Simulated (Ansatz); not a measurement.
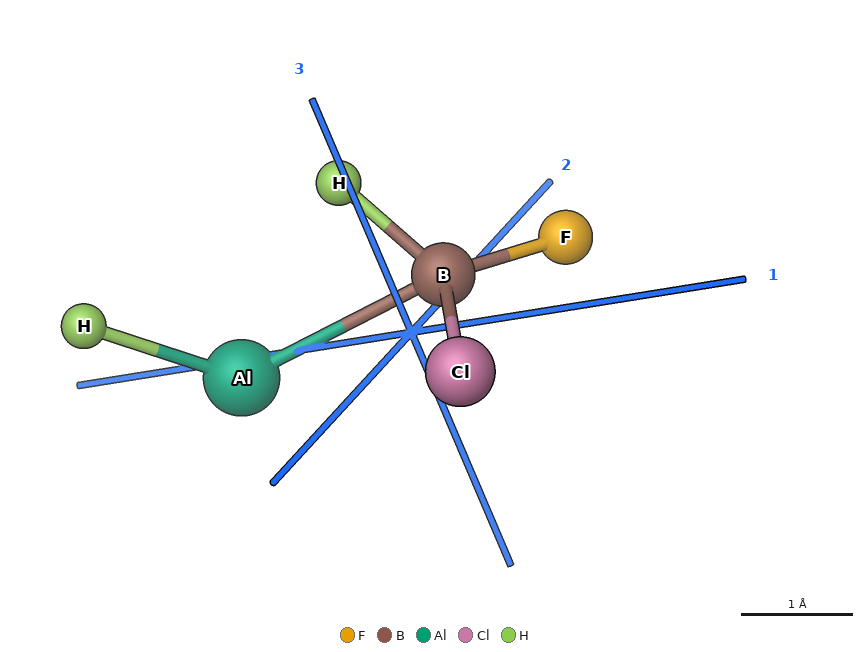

The three principal axes of inertia are drawn and numbered. Distant atoms are faded towards the background colour. The geometry was computed by an optimisation with PBE-D4/def2-SVP. No frequency run is at hand to confirm it as a minimum. Masses are those of the most abundant isotopes; constants are for the rigid equilibrium geometry.

Q: Which line is the a axis (least moment of inertia), which b and which c?

A: a is line 1, b is line 2, c is line 3; the moments are 101, 153, 246 u Å².

Q: What kind of rotor is it, and what are its rotational constants in MHz?

A: An asymmetric top (C1): A = 4996, B = 3305, C = 2055 MHz. Ray's parameter κ is −0.15, midway between the limits.
